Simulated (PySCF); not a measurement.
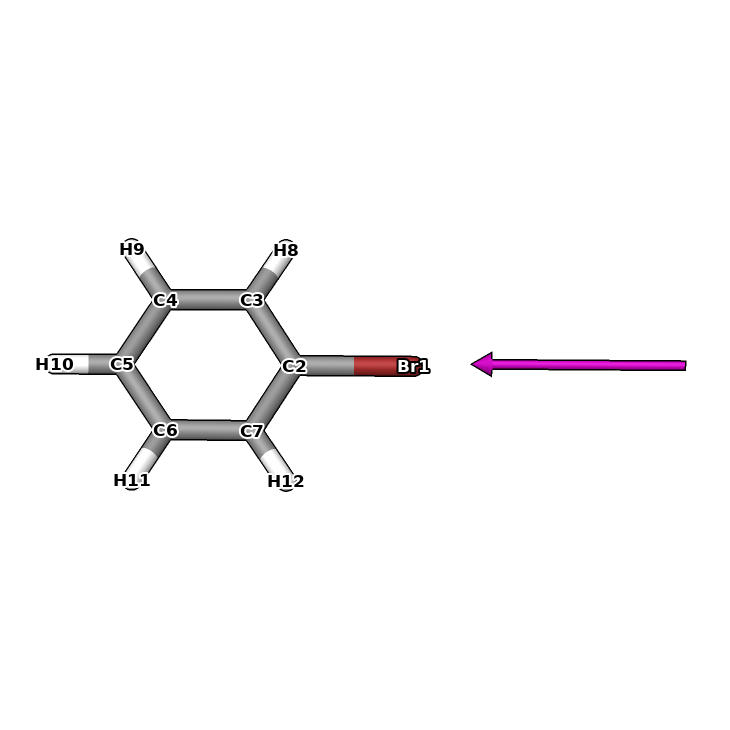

The arrow beside the molecule shows the direction of the dipole moment, from the negative to the positive end (its length means nothing). The computed structure is the end point of a GFN2-xTB optimisation. No frequency run is at hand to confirm it as a minimum. Properties computed with CAM-B3LYP/def2-SVPD, gas phase (PySCF 2.14.0).

Estimate the dipole moment.

1.88 D; it points from the side of Br1 to the side of H10 (the outermost atoms at the two ends).

The geometry is semi-empirical. Around Br such bond lengths and angles can be off by a tenth of an ångström or more and by several degrees, and values that hang on the shape move with them.
